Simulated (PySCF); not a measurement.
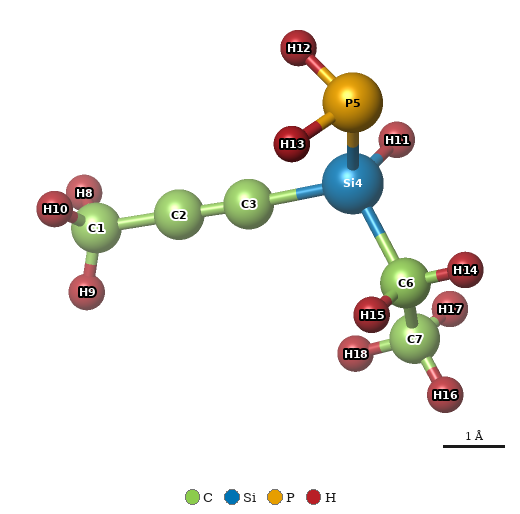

**Figure 1.** The input geometry of run A (ball-and-stick view, seen at a tilt; atoms are numbered from 1 in the order of the input). Bond lengths as drawn: C–C 1.21 to 1.52 Å, C–H 1.09 Å, C–Si 1.85 to 1.91 Å, H–P 1.38 Å, H–Si 1.47 Å and P–Si 2.26 Å.

# What a change does: NMR shielding calculation on C5H11PSi

System: C5H11PSi.
Method of run A: GIAO LDA/3-21G NMR shielding, non-relativistic, gas phase (PySCF 2.14.0).

The geometry comes from this level: GFN2-xTB. Text and figures count atoms from 1; the logs count them from 0 in places.

### Input file, run A
```
{"job": {"kind": "nmr", "xc": "LDA", "basis": "3-21G", "pop": true}, "charge": 0, "multiplicity": 1}
C      3.372455    -0.283855    -0.879794
C      2.068165     0.001200    -0.328286
C      0.977623     0.220957     0.139456
Si    -0.677201     0.671473     0.833874
P     -1.126074     2.865426     0.567142
C     -2.041320    -0.342831    -0.033027
C     -1.881736    -1.838839     0.198617
H      4.090137    -0.434969    -0.073688
H      3.331594    -1.184803    -1.491403
H      3.705351     0.549139    -1.498825
H     -0.653373     0.408230     2.283692
H      0.115176     3.268235     1.019948
H     -0.722160     2.919769    -0.753635
H     -3.018115    -0.021257     0.334809
H     -2.033964    -0.143967    -1.106917
H     -2.673132    -2.398199    -0.298232
H     -1.917788    -2.067484     1.261222
H     -0.924398    -2.181906    -0.186609
```

The first line tells a small driver script what to run in PySCF; the rest is the geometry in Å.

Command:
```bash
OMP_NUM_THREADS=1 python <driver script> task.json out
```

Hardware: 1 CPU thread, shared host.

### Output (run A)
```
coarse grid: 15504 points
cycle   1  E = -819.1244633516  dE = -6.498e-02  |g| = 5.955e-01  |ddm| = 4.286e+00
cycle   2  E = -818.9955455656  dE =  1.289e-01  |g| = 8.993e-01  |ddm| = 1.838e+00
cycle   3  E = -819.2031508792  dE = -2.076e-01  |g| = 2.820e-01  |ddm| = 1.189e+00
cycle   4  E = -819.2238504791  dE = -2.070e-02  |g| = 5.794e-02  |ddm| = 3.274e-01
cycle   5  E = -819.2246159230  dE = -7.654e-04  |g| = 2.419e-02  |ddm| = 9.097e-02
cycle   6  E = -819.2247812264  dE = -1.653e-04  |g| = 2.982e-03  |ddm| = 3.252e-02
cycle   7  E = -819.2247839979  dE = -2.771e-06  |g| = 9.396e-04  |ddm| = 5.868e-03
final grid: 138984 points
cycle   8  E = -819.3299920026  dE = -1.339e-05  |g| = 2.727e-03  |ddm| = 2.391e-02
cycle   9  E = -819.3299901640  dE =  1.839e-06  |g| = 3.842e-03  |ddm| = 7.687e-03
cycle  10  E = -819.3299940338  dE = -3.870e-06  |g| = 2.345e-04  |ddm| = 4.447e-03
cycle  11  E = -819.3299940387  dE = -4.882e-09  |g| = 2.266e-04  |ddm| = 5.306e-04
cycle  12  E = -819.3299940517  dE = -1.307e-08  |g| = 5.266e-05  |ddm| = 2.470e-04
cycle  13  E = -819.3299940526  dE = -8.295e-10  |g| = 7.223e-06  |ddm| = 7.501e-05
converged SCF energy = -819.3299940526

GIAO shielding tensors (ppm)
atom      isotropic    diamagn.    paramagn.     s11        s22        s33       span
  0 C      200.309     249.523     -49.214    191.630    191.940    217.357     25.728
  1 C      104.647     266.545    -161.898     28.148     30.984    254.808    226.660
  2 C      131.670     275.276    -143.606     60.537     64.824    269.649    209.112
  3 Si     503.299     882.298    -378.999    469.962    491.616    548.319     78.357
  4 P      663.458     959.194    -295.736    624.853    667.111    698.409     73.556
  5 C      195.681     245.903     -50.223    186.718    193.743    206.583     19.865
  6 C      194.314     246.081     -51.767    185.196    189.053    208.694     23.498
  7 H       30.621      28.765       1.856     25.532     28.725     37.607     12.074
  8 H       30.662      29.042       1.621     25.477     29.008     37.502     12.026
  9 H       30.657      28.926       1.731     25.532     29.008     37.432     11.900
 10 H       27.818      28.646      -0.828     24.729     25.534     33.192      8.464
 11 H       31.500      30.869       0.631     26.515     28.132     39.852     13.338
 12 H       31.565      31.177       0.388     27.001     28.733     38.961     11.960
 13 H       31.691      31.305       0.386     25.456     31.160     38.455     12.999
 14 H       31.584      30.218       1.366     26.360     31.117     37.275     10.916
 15 H       31.240      30.717       0.523     25.675     28.477     39.568     13.893
 16 H       31.542      29.768       1.774     26.789     29.813     38.023     11.235
 17 H       31.168      28.762       2.406     25.428     31.244     36.831     11.403
```

For run B the input was changed thus:
```diff
-"xc": "LDA"
-"basis": "3-21G"
+"xc": "B97-D"
+"basis": "cc-pVDZ"
+"scf": {"conv": 1e-06}
```

Predict how the results change.

The total energies belong to different models, so their difference says nothing on which is more stable or more accurate. The HOMO goes from −5.81 to −5.71 eV. The LUMO goes from −0.61 to −0.42 eV. The dipole moment goes from 2.82 to 2.02 D. Of all shieldings, the largest change is that of Si4, by −55.5 ppm. The functional changes from LDA to B97-D. The SCF takes 8 iterations against 13. The basis functions go from 93 to 161.

### Output (run B)
```
final grid: 138984 points
cycle   1  E = -827.6800259363  dE =  4.288e-01  |g| = 6.126e-01  |ddm| = 8.512e+00
cycle   2  E = -827.5641178882  dE =  1.159e-01  |g| = 8.788e-01  |ddm| = 3.066e+00
cycle   3  E = -827.7783891136  dE = -2.143e-01  |g| = 2.236e-01  |ddm| = 1.728e+00
cycle   4  E = -827.7903277971  dE = -1.194e-02  |g| = 9.103e-02  |ddm| = 3.868e-01
cycle   5  E = -827.7924546194  dE = -2.127e-03  |g| = 2.347e-02  |ddm| = 1.556e-01
cycle   6  E = -827.7926112644  dE = -1.566e-04  |g| = 4.993e-03  |ddm| = 5.301e-02
cycle   7  E = -827.7926185474  dE = -7.283e-06  |g| = 1.492e-03  |ddm| = 1.273e-02
cycle   8  E = -827.7926192070  dE = -6.597e-07  |g| = 3.078e-04  |ddm| = 3.487e-03
converged SCF energy = -827.7926192070

GIAO shielding tensors (ppm)
atom      isotropic    diamagn.    paramagn.     s11        s22        s33       span
  0 C      187.493     258.260     -70.767    179.343    179.767    203.371     24.028
  1 C       93.337     258.572    -165.236     11.859     14.723    253.428    241.569
  2 C      120.121     263.484    -143.362     43.576     48.079    268.709    225.133
  3 Si     447.799     889.201    -441.402    418.779    437.525    487.094     68.315
  4 P      624.173     968.785    -344.612    577.193    635.626    659.699     82.506
  5 C      178.499     245.377     -66.878    170.244    176.911    188.343     18.100
  6 C      179.705     245.183     -65.478    170.599    175.206    193.311     22.713
  7 H       29.824      28.246       1.577     25.139     28.277     36.054     10.916
  8 H       29.849      32.076      -2.227     24.993     28.589     35.964     10.971
  9 H       29.867      29.432       0.435     25.073     28.591     35.937     10.863
 10 H       27.282      32.659      -5.378     24.683     25.251     31.911      7.228
 11 H       30.888      31.705      -0.817     26.419     28.187     38.057     11.638
 12 H       31.043      33.068      -2.025     26.891     28.729     37.509     10.617
 13 H       30.906      29.272       1.634     25.879     30.692     36.146     10.267
 14 H       30.865      32.998      -2.133     26.922     30.565     35.109      8.187
 15 H       30.456      27.742       2.714     25.773     27.966     37.629     11.857
 16 H       30.848      30.461       0.387     26.920     29.113     36.512      9.592
 17 H       30.463      33.735      -3.272     25.716     30.483     35.189      9.472
```

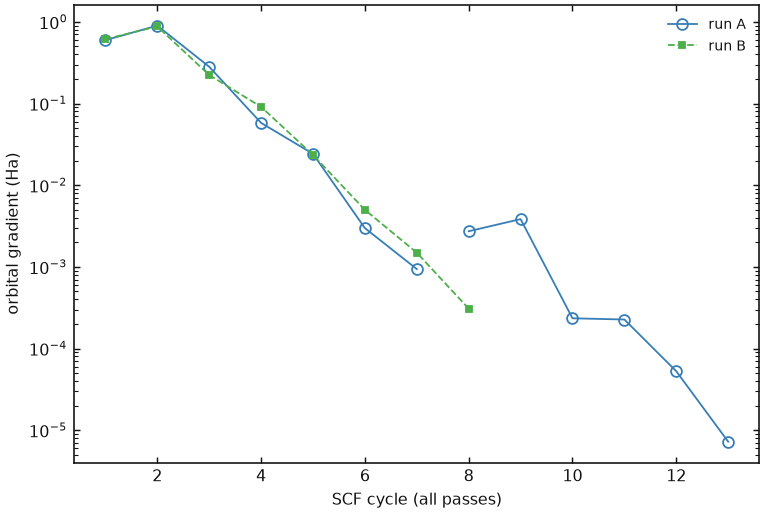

**Figure 2.** Convergence of the two runs: orbital gradient against the SCF cycle. A break in a curve parts two SCF passes (coarse and final grid). Run A takes 13 cycles in all, and run B takes 8.

### The two runs side by side

```csv
quantity,run A,run B
outcome,converged,converged
total energy (hartree),−819.329994,−827.792619
HOMO (eV),−5.81,−5.71
LUMO (eV),−0.61,−0.42
dipole moment (D),2.82,2.02
shielding of C1 (ppm),200.3,187.5
shielding of C2 (ppm),104.6,93.3
shielding of C3 (ppm),131.7,120.1
shielding of Si4 (ppm),503.3,447.8
shielding of P5 (ppm),663.5,624.2
shielding of C6 (ppm),195.7,178.5
shielding of C7 (ppm),194.3,179.7
SCF iterations,13,8
basis functions,93,161
wall time (shared host),9.4 s,26 s
```
